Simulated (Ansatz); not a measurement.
# Work function of Pb(111): what the settings cost and change, part 2 of 2

How thick a slab and how much vacuum does the work function of Pb(111) need?

Ansatz 0.2.0; plane-wave DFT, PBE, Ansatz PAW.

So far, work function, upper face (eV): step 2 (slab, setting 1 layer) 4.04; step 4 (run, 3 atoms) 3.95; step 5 (run, 4 atoms) 3.72; step 6 (slab, 5 atoms) 3.70; step 7 (slab, 6 atoms) 3.74.

**8. Slab, 8 atoms**

System of this step: Pb(111). The cell holds 8 atoms: 8 Pb. Its edges and angles: a = 3.500 Å, b = 3.500 Å, c = 38.005 Å, α = 90.0°, β = 90.0°, γ = 60.0°. Vacuum lies along c.

The input, input.yaml:

```yaml
crystal:
  lattice:
    - [3.5001785669, 0.0, 0.0]
    - [1.7500892834, 3.0312435567, 0.0]
    - [0.0, 0.0, 38.0051868274]
  atoms:
    - { symbol: Pb, position: [0.6666666667, 0.6666666667, 0.2368097818] }
    - { symbol: Pb, position: [0.0, 0.0, 0.312006987] }
    - { symbol: Pb, position: [0.3333333333, 0.3333333333, 0.3872041922] }
    - { symbol: Pb, position: [0.6666666667, 0.6666666667, 0.4624013974] }
    - { symbol: Pb, position: [0.0, 0.0, 0.5375986026] }
    - { symbol: Pb, position: [0.3333333333, 0.3333333333, 0.6127958078] }
    - { symbol: Pb, position: [0.6666666667, 0.6666666667, 0.687993013] }
    - { symbol: Pb, position: [0.0, 0.0, 0.7631902182] }
kpoints:
  mp_grid: { grid: [13, 13, 1] }
hamiltonian:
  xc: pbe
scf:
  occupations: { method: fermi_dirac, width: 0.1 }
  convergence: { dr2_threshold: 1.0e-09 }
efield:
  axis: 3
  dipole_correction: true
  ramp_position: 0.97
  ramp_width: 0.06
output:
  write_potential: true
  write_density: true
  volumetric_format: npy
```

Launch:

```
> ansatz run input.yaml --threads 2 --pin off --max-ram 3072MiB --backend cpu --events-out ev --progress --plain --runs-dir out
```

Numbers of over 12 decimals in the logs are rounded to 6 here.

Log:

```text
[...]
Crystal: 8 atoms, lattice volume = 403.231 Å³
Basis set: ecut = 420 eV, 7873 PW (Γ)
Bands: 68, of which v1, the nominal top of the filled ones, is band 56 counted from 1 (55 counted from 0)
Symmetry: 6 space group operations
k-points: 21 of 169 (time reversal used)
[...]
k-point 0: bands = [... 52 lower, 5.9443, 7.3832, 8.3518, 8.8981, 9.1315, 10.1107, 10.3907, 10.7070, ... 8 higher]
  k-point 1: bands = [... 52 lower, 6.0066, 7.4305, 8.4216, 8.9627, 9.1918, 9.5286, 9.7139, 10.0084, ... 8 higher]
  k-point 2: bands = [... 52 lower, 6.1084, 7.3074, 7.5327, 7.7911, 8.1313, 8.2332, 8.7471, 8.7869, ... 8 higher]
  k-point 20: bands = [... 52 lower, 3.0296, 3.1410, 3.2172, 3.3902, 3.6974, 3.9157, 4.1200, 4.3842, ... 8 higher]
[key lines of the parts left out:]
SCF converged after 8 iterations
Free energy (F): -95250.951392 eV
Fermi energy:    5.131600 eV
Dipole field:    D = 0.000002 V/Å  (p = 0.000004 e·Å, saw-weighted, corrected)
Work function:   Φ+ = 3.7738 eV   Φ− = 3.7738 eV
```

It took 44 s on 2 threads of Intel Xeon 6975P-C (Granite Rapids), shared host; peak memory 1.1 GiB; 81 s of CPU time.

The work function is 3.774 eV, +0.033 eV from the run “6 layers”, at 1.5 times its CPU time.

**9. Slab, 10 atoms**

System of this step: Pb(111). The cell holds 10 atoms: 10 Pb. Its edges and angles: a = 3.500 Å, b = 3.500 Å, c = 43.721 Å, α = 90.0°, β = 90.0°, γ = 60.0°. Vacuum lies along c.

input.yaml, the sections that differ from step 8:

```yaml
crystal:
  lattice:
    - [3.5001785669, 0.0, 0.0]
    - [1.7500892834, 3.0312435567, 0.0]
    - [0.0, 0.0, 43.7209544924]
  atoms:
    - { symbol: Pb, position: [0.0, 0.0, 0.2058509496] }
    - { symbol: Pb, position: [0.3333333333, 0.3333333333, 0.2712174053] }
    - { symbol: Pb, position: [0.6666666667, 0.6666666667, 0.3365838609] }
    - { symbol: Pb, position: [0.0, 0.0, 0.4019503165] }
    - { symbol: Pb, position: [0.3333333333, 0.3333333333, 0.4673167722] }
    - { symbol: Pb, position: [0.6666666667, 0.6666666667, 0.5326832278] }
    - { symbol: Pb, position: [0.0, 0.0, 0.5980496835] }
    - { symbol: Pb, position: [0.3333333333, 0.3333333333, 0.6634161391] }
    - { symbol: Pb, position: [0.6666666667, 0.6666666667, 0.7287825947] }
    - { symbol: Pb, position: [0.0, 0.0, 0.7941490504] }
# kpoints, hamiltonian, scf, efield, output: as in step 8
```

Log:

```text
[...]
Crystal: 10 atoms, lattice volume = 463.875 Å³
Basis set: ecut = 420 eV, 9045 PW (Γ)
Bands: 84, of which v1, the nominal top of the filled ones, is band 70 counted from 1 (69 counted from 0)
Symmetry: 6 space group operations
k-points: 21 of 169 (time reversal used)
[...]
k-point 1: bands = [... 66 lower, 7.9627, 8.9830, 9.4447, 10.0201, 10.2025, 10.2835, 10.4025, 10.5975, ... 10 higher]
  k-point 2: bands = [... 66 lower, 7.8774, 8.2817, 8.4314, 8.6555, 8.7312, 9.0740, 9.3363, 9.4943, ... 10 higher]
  k-point 20: bands = [... 66 lower, 3.7704, 3.9871, 4.0066, 4.1920, 4.3737, 4.6137, 4.8225, 4.9593, ... 10 higher]
[key lines of the parts left out:]
SCF converged after 9 iterations
Free energy (F): -119063.762639 eV
Fermi energy:    5.901417 eV
Dipole field:    D = -0.000000 V/Å  (p = -0.000000 e·Å, saw-weighted, corrected)
Work function:   Φ+ = 3.7679 eV   Φ− = 3.7679 eV
```

Wall time 70 s (2 threads); peak memory 1.4 GiB.

The work function is 3.768 eV, -0.006 eV from the run “8 layers”, at 1.6 times its CPU time.

**10. Run, 13 atoms**

System of this step: Pb(111). The cell holds 13 atoms: 13 Pb. Its edges and angles: a = 3.500 Å, b = 3.500 Å, c = 52.295 Å, α = 90.0°, β = 90.0°, γ = 60.0°. Vacuum lies along c.

input.yaml, the sections that differ from step 9:

```yaml
crystal:
  lattice:
    - [3.5001785669, 0.0, 0.0]
    - [1.7500892834, 3.0312435567, 0.0]
    - [0.0, 0.0, 52.2946059899]
  atoms:
    - { symbol: Pb, position: [0.0, 0.0, 0.1721018799] }
    - { symbol: Pb, position: [0.3333333333, 0.3333333333, 0.2267515666] }
    - { symbol: Pb, position: [0.6666666667, 0.6666666667, 0.2814012533] }
    - { symbol: Pb, position: [0.0, 0.0, 0.33605094] }
    - { symbol: Pb, position: [0.3333333333, 0.3333333333, 0.3907006266] }
    - { symbol: Pb, position: [0.6666666667, 0.6666666667, 0.4453503133] }
    - { symbol: Pb, position: [0.0, 0.0, 0.5] }
    - { symbol: Pb, position: [0.3333333333, 0.3333333333, 0.5546496867] }
    - { symbol: Pb, position: [0.6666666667, 0.6666666667, 0.6092993734] }
    - { symbol: Pb, position: [0.0, 0.0, 0.66394906] }
    - { symbol: Pb, position: [0.3333333333, 0.3333333333, 0.7185987467] }
    - { symbol: Pb, position: [0.6666666667, 0.6666666667, 0.7732484334] }
    - { symbol: Pb, position: [0.0, 0.0, 0.8278981201] }
# kpoints, hamiltonian, scf, efield, output: as in step 9
```

Log:

```text
[...]
Crystal: 13 atoms, lattice volume = 554.840 Å³
Basis set: ecut = 420 eV, 10801 PW (Γ)
Bands: 110, of which v1, the nominal top of the filled ones, is band 91 counted from 1 (90 counted from 0)
Symmetry: 6 space group operations
k-points: 21 of 169 (time reversal used)
[...]
k-point 1: bands = [... 87 lower, 9.8286, 10.3569, 10.5440, 11.1172, 11.1859, 11.2761, 11.3104, 11.3815, ... 15 higher]
  k-point 2: bands = [... 87 lower, 9.1090, 9.2059, 9.3608, 9.4717, 9.6360, 9.8528, 10.0374, 10.2558, ... 15 higher]
  k-point 20: bands = [... 87 lower, 4.7286, 4.8262, 4.9451, 4.9737, 5.2496, 5.2992, 5.5939, 5.6356, ... 15 higher]
[key lines of the parts left out:]
SCF converged after 8 iterations
Free energy (F): -154783.004222 eV
Fermi energy:    6.761413 eV
Dipole field:    D = 0.000001 V/Å  (p = 0.000002 e·Å, saw-weighted, corrected)
Work function:   Φ+ = 3.7198 eV   Φ− = 3.7198 eV
```

The job ended after 1.8 min (2 threads; peak memory 1.9 GiB; 3.5 min of CPU time).

The work function is 3.720 eV, -0.048 eV from the run “10 layers”, at 1.6 times its CPU time.

**11. Slab, 7 atoms**

System of this step: Pb(111). The cell holds 7 atoms: 7 Pb. Its edges and angles: a = 3.500 Å, b = 3.500 Å, c = 27.147 Å, α = 90.0°, β = 90.0°, γ = 60.0°. Vacuum lies along c.

input.yaml, the sections that differ from step 10:

```yaml
crystal:
  lattice:
    - [3.5001785669, 0.0, 0.0]
    - [1.7500892834, 3.0312435567, 0.0]
    - [0.0, 0.0, 27.1473029949]
  atoms:
    - { symbol: Pb, position: [0.0, 0.0, 0.1841803586] }
    - { symbol: Pb, position: [0.3333333333, 0.3333333333, 0.2894535724] }
    - { symbol: Pb, position: [0.6666666667, 0.6666666667, 0.3947267862] }
    - { symbol: Pb, position: [0.0, 0.0, 0.5] }
    - { symbol: Pb, position: [0.3333333333, 0.3333333333, 0.6052732138] }
    - { symbol: Pb, position: [0.6666666667, 0.6666666667, 0.7105464276] }
    - { symbol: Pb, position: [0.0, 0.0, 0.8158196414] }
# kpoints, hamiltonian, scf, efield, output: as in step 10
```

Log:

```text
[...]
Crystal: 7 atoms, lattice volume = 288.030 Å³
Basis set: ecut = 420 eV, 5605 PW (Γ)
Bands: 59, of which v1, the nominal top of the filled ones, is band 49 counted from 1 (48 counted from 0)
Symmetry: 6 space group operations
k-points: 21 of 169 (time reversal used)
[...]
k-point 1: bands = [... 45 lower, 7.2102, 8.8715, 9.9650, 11.3978, 11.5684, 11.6228, 11.8131, 12.1954, ... 6 higher]
  k-point 2: bands = [... 45 lower, 7.3828, 8.8671, 9.5817, 9.8406, 9.9598, 10.4369, 10.5508, 11.1290, ... 6 higher]
  k-point 20: bands = [... 45 lower, 4.8793, 5.0985, 5.2695, 5.5442, 5.5917, 6.1388, 6.1504, 6.5088, ... 6 higher]
[key lines of the parts left out:]
SCF converged after 9 iterations
Free energy (F): -83344.520399 eV
Fermi energy:    7.166109 eV
Dipole field:    D = 0.000000 V/Å  (p = 0.000000 e·Å, saw-weighted, corrected)
Work function:   Φ+ = 3.6653 eV (in doubt: plateau slope 8.4e-2 eV/Å)   Φ− = 3.6695 eV (in doubt: plateau slope 6.1e-2 eV/Å)
```

It took 31 s on 2 threads; peak memory 0.74 GiB.

The work function is 3.665 eV. The program marks this work function as in doubt.

**12. Run, 7 atoms**

The cell differs from the one that the last finished run ended in (c 27.147 → 31.147 Å).

input.yaml, the sections that differ from step 11:

```yaml
crystal:
  lattice:
    - [3.5001785669, 0.0, 0.0]
    - [1.7500892834, 3.0312435567, 0.0]
    - [0.0, 0.0, 31.1473029949]
  atoms:
    - { symbol: Pb, position: [0.0, 0.0, 0.2247385593] }
    - { symbol: Pb, position: [0.3333333333, 0.3333333333, 0.3164923728] }
    - { symbol: Pb, position: [0.6666666667, 0.6666666667, 0.4082461864] }
    - { symbol: Pb, position: [0.0, 0.0, 0.5] }
    - { symbol: Pb, position: [0.3333333333, 0.3333333333, 0.5917538136] }
    - { symbol: Pb, position: [0.6666666667, 0.6666666667, 0.6835076272] }
    - { symbol: Pb, position: [0.0, 0.0, 0.7752614407] }
# kpoints, hamiltonian, scf, efield, output: as in step 11
```

Log:

```text
[...]
Crystal: 7 atoms, lattice volume = 330.470 Å³
Basis set: ecut = 420 eV, 6423 PW (Γ)
Bands: 59, of which v1, the nominal top of the filled ones, is band 49 counted from 1 (48 counted from 0)
Symmetry: 6 space group operations
k-points: 21 of 169 (time reversal used)
[...]
k-point 0: bands = [... 45 lower, 5.7519, 7.3924, 8.6559, 9.5179, 9.6893, 11.2829, 11.3582, 11.3582, ... 6 higher]
  k-point 1: bands = [... 45 lower, 5.8250, 7.4465, 8.7220, 9.5816, 9.7315, 10.1818, 10.4196, 10.7853, ... 6 higher]
  k-point 2: bands = [... 45 lower, 5.9966, 7.4562, 8.1902, 8.4709, 8.5773, 9.0723, 9.2065, 9.7196, ... 6 higher]
  k-point 20: bands = [... 45 lower, 3.4878, 3.7070, 3.8781, 4.1527, 4.2002, 4.7474, 4.7590, 5.1173, ... 6 higher]
[key lines of the parts left out:]
SCF converged after 9 iterations
Free energy (F): -83344.520300 eV
Fermi energy:    5.775245 eV
Dipole field:    D = -0.000000 V/Å  (p = -0.000000 e·Å, saw-weighted, corrected)
Work function:   Φ+ = 3.6750 eV   Φ− = 3.6751 eV
```

Run time: 36 s. Hardware: 2 threads; peak memory 0.81 GiB; 67 s of CPU time.

The work function is 3.675 eV, +0.010 eV from the run “7 layers, 10 Å of vacuum”, at 1.2 times its CPU time.

**13. Slab, 7 atoms (run 2)**

The cell differs from the one that the last finished run ended in (c 31.147 → 43.147 Å).

input.yaml, the sections that differ from step 12:

```yaml
crystal:
  lattice:
    - [3.5001785669, 0.0, 0.0]
    - [1.7500892834, 3.0312435567, 0.0]
    - [0.0, 0.0, 43.1473029949]
  atoms:
    - { symbol: Pb, position: [0.0, 0.0, 0.3012934552] }
    - { symbol: Pb, position: [0.3333333333, 0.3333333333, 0.3675289701] }
    - { symbol: Pb, position: [0.6666666667, 0.6666666667, 0.4337644851] }
    - { symbol: Pb, position: [0.0, 0.0, 0.5] }
    - { symbol: Pb, position: [0.3333333333, 0.3333333333, 0.5662355149] }
    - { symbol: Pb, position: [0.6666666667, 0.6666666667, 0.6324710299] }
    - { symbol: Pb, position: [0.0, 0.0, 0.6987065448] }
# kpoints, hamiltonian, scf, efield, output: as in step 12
```

Log:

```text
[...]
Crystal: 7 atoms, lattice volume = 457.788 Å³
Basis set: ecut = 420 eV, 8899 PW (Γ)
Bands: 59, of which v1, the nominal top of the filled ones, is band 49 counted from 1 (48 counted from 0)
Symmetry: 6 space group operations
k-points: 21 of 169 (time reversal used)
[...]
k-point 0: bands = [... 45 lower, 3.1239, 4.7618, 6.0792, 6.6214, 6.8006, 7.3069, 7.3551, 8.2025, ... 6 higher]
  k-point 1: bands = [... 45 lower, 3.1969, 4.8162, 6.1407, 6.7010, 6.8886, 7.3558, 7.4357, 7.5543, ... 6 higher]
  k-point 2: bands = [... 45 lower, 3.3686, 4.8270, 5.5620, 5.8445, 5.9504, 6.4491, 6.6075, 7.0045, ... 6 higher]
  k-point 20: bands = [... 45 lower, 0.8596, 1.0788, 1.2499, 1.5245, 1.5720, 2.1192, 2.1308, 2.4891, ... 6 higher]
[key lines of the parts left out:]
SCF converged after 9 iterations
Free energy (F): -83344.520286 eV
Fermi energy:    3.147050 eV
Dipole field:    D = 0.000000 V/Å  (p = 0.000000 e·Å, saw-weighted, corrected)
Work function:   Φ+ = 3.6749 eV   Φ− = 3.6749 eV
```

It took 42 s on 2 threads; peak memory 1 GiB; 79 s of CPU time.

The work function is 3.675 eV, -0.000 eV from the run “7 layers, 14 Å of vacuum”, at 1.2 times its CPU time.

**14. The series together**

Times are for 2 threads of Intel Xeon 6975P-C (Granite Rapids), shared host. The series side by side:

| no. | setting | work function, upper face (eV) | time | memory (GiB) |
| --- | --- | --- | --- | --- |
| 1 | 1 layer | 4.041 | 3 s | 0.47 |
| 2 | 2 layers | 3.486 | 7 s | 0.47 |
| 3 | 3 layers | 3.950 | 12 s | 0.52 |
| 4 | 4 layers | 3.722 | 16 s | 0.58 |
| 5 | 5 layers | 3.699 | 24 s | 0.68 |
| 6 | 6 layers | 3.741 | 30 s | 0.76 |
| 7 | 8 layers | 3.774 | 44 s | 1.1 |
| 8 | 10 layers | 3.768 | 70 s | 1.4 |
| 9 | 13 layers | 3.720 | 1.8 min | 1.9 |
| 10 | 7 layers, 10 Å of vacuum | 3.665 | 31 s | 0.74 |
| 11 | 7 layers, 14 Å of vacuum | 3.675 | 36 s | 0.81 |
| 12 | 7 layers, 26 Å of vacuum | 3.675 | 42 s | 1.0 |

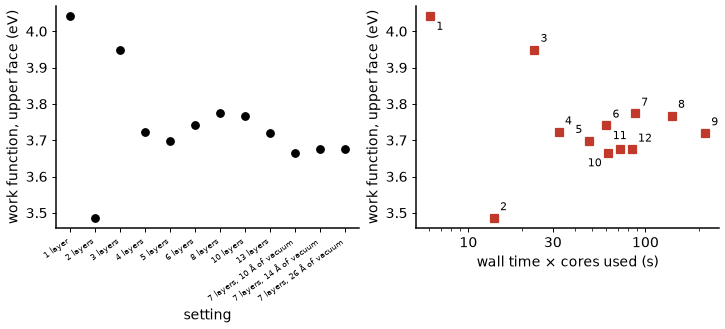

The series as plots; the last panel sets the first result against cost, with the runs numbered as in the table.

**15. The same run with other settings**

System of this step: Pb(111) monolayer. The cell holds 1 atom: 1 Pb. Cell: a = 3.500 Å, b = 3.500 Å, c = 18.000 Å, α = 90.0°, β = 90.0°, γ = 60.0°. Vacuum lies along c.

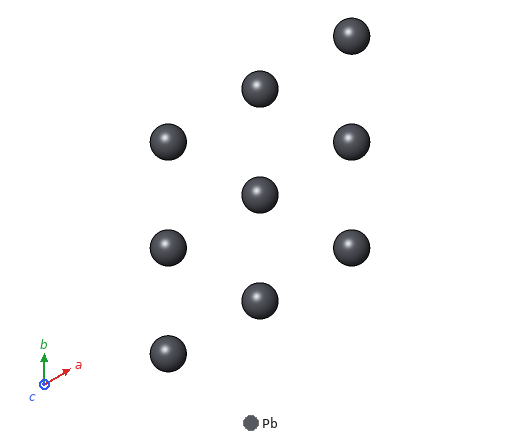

The cell of this step (lead dark grey). 3×3×1 cells are drawn.

An input spoilt on purpose, to show how the run answers: it repeats the earlier run “1 layer” with efield.axis from 3 to 0, and scf.max_iter set to 50; its output block differs too.

input.yaml, the sections that differ from step 13:

```yaml
crystal:
  lattice:
    - [3.5001785669, 0.0, 0.0]
    - [1.7500892834, 3.0312435567, 0.0]
    - [0.0, 0.0, 18.0]
  atoms:
    - { symbol: Pb, position: [0.6666666667, 0.6666666667, 0.5] }
scf:
  occupations: { method: fermi_dirac, width: 0.1 }
  convergence: { dr2_threshold: 1.0e-09 }
  max_iter: 50
efield:
  axis: 0
  dipole_correction: true
  ramp_position: 0.97
  ramp_width: 0.06
# kpoints, hamiltonian, output: as in step 13
```

Log:

```text
Error: invalid value for `efield.axis`: must be in [1, 3]; got 0
```

Run time: 0.03 s. Hardware: 2 threads; peak memory 0.07 GiB.

The program refused the input before any cycle.

The program's message: “Error: invalid value for `efield.axis`: must be in [1, 3]; got 0”

The fault put into the input: an axis of 0, outside the range 1 to 3.

**16. What came out**

```yaml
work_function_1_layer: 4.041 eV
work_function_2_layers: 3.486 eV
work_function_6_layers: 3.741 eV
work_function_13_layers: 3.720 eV
```

What this shows: The thickest slab gives 3.72 eV, and the settings tried spread the value from 3.49 to 4.04 eV. At 18 Å of vacuum, the slabs from 10 layers on stay within 0.05 eV of the thickest. Beyond two layers the value swings up and down with thickness, as is usual where quantum-well states cross the Fermi level; the levels were not examined here. Going from 10 to 26 Å of vacuum moves it by 0.010 eV. The program marks the value as in doubt in “7 layers, 10 Å of vacuum”. The ladder's slabs use the tabulated experimental lattice constant (two decimals; a low-temperature value for the alkali metals). In 1 run of the series (7 layers, 10 Å of vacuum) the program warns that electrons reach the sawtooth's ramp, which makes dipole and work function less sure.

[Logs are printed without paths, hosts, clocks, repeated set-up lines and the standing remarks that a program may print on its own settings, such as how far it seeks lower states.]

[Hosts, paths, dates, database ids (printed as entryN), source tags and the programs' standing remarks are cut or masked in the printed files.]

[Maps of the electrostatic potential energy from Ansatz leave out the sawtooth potential of an applied field or a dipole correction, so their vacuum need not be flat; planar profiles and work functions include it.]
